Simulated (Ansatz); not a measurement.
**Fields on a plane of ZnCu (CsCl type)**

```
CELL_PARAMETERS angstrom
      2.90828     0.00000     0.00000
      0.00000     2.90828     0.00000
      0.00000     0.00000     2.90828
ATOMIC_POSITIONS crystal
  Zn 0.00000 0.00000 0.00000
  Cu 0.50000 0.50000 0.50000
```

The slice is a {100} plane (indices of the conventional cell) through the point (0.500, 0.500, 0.500) (fractional), spanned by u = [100] and v = [010] in vectors of this cell: u (2.91 Å) and v (2.91 Å, at 90° to u). It covers one period; positions are fractions (u, v).

Atoms on it: Cu at (0.00, 0.00).

Method: PBEsol (plane waves to 420 eV, PAW, scalar-relativistic; Ansatz, a quantum-chemistry and plane-wave program). k mesh 16×16×16. Inside the PAW spheres the values are not all-electron values, and peaks at nuclei hang on which shells count as valence. ZnCu is run without spin polarisation. ZnCu was relaxed with its symmetry unable to fall.

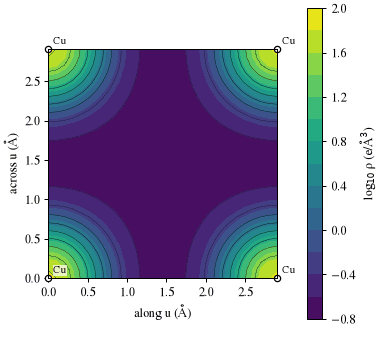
Figure. Log₁₀ of the valence density in e/Å³, one period of the plane, atoms marked. The scale is logarithmic, as a density can span decades between atoms and voids.

| v \ u | 0.00 | 0.11 | 0.21 | 0.32 | 0.43 | 0.54 | 0.64 | 0.75 | 0.86 | 0.96 |
|---|---|---|---|---|---|---|---|---|---|---|
| 0.86 | x | 0.33 | 0.20 | 0.17 | 0.26 | 0.28 | 0.19 | 0.18 | 0.27 | x |
| 0.71 | 0.18 | 0.17 | 0.17 | 0.25 | 0.31 | 0.31 | 0.28 | 0.19 | 0.17 | 0.18 |
| 0.57 | 0.22 | 0.24 | 0.29 | 0.31 | 0.30 | 0.30 | 0.31 | 0.30 | 0.26 | 0.22 |
| 0.43 | 0.22 | 0.24 | 0.29 | 0.31 | 0.30 | 0.30 | 0.31 | 0.30 | 0.26 | 0.22 |
| 0.29 | 0.18 | 0.17 | 0.17 | 0.25 | 0.31 | 0.31 | 0.28 | 0.19 | 0.17 | 0.18 |
| 0.14 | x | 0.33 | 0.20 | 0.17 | 0.26 | 0.28 | 0.19 | 0.18 | 0.27 | x |
| 0.00 | x | x | 0.25 | 0.16 | 0.22 | 0.25 | 0.16 | 0.20 | x | x |

Values: electron localisation function (ELF). Points within 0.5 Å of a nucleus are blanked (x), as the pseudised field means little there.
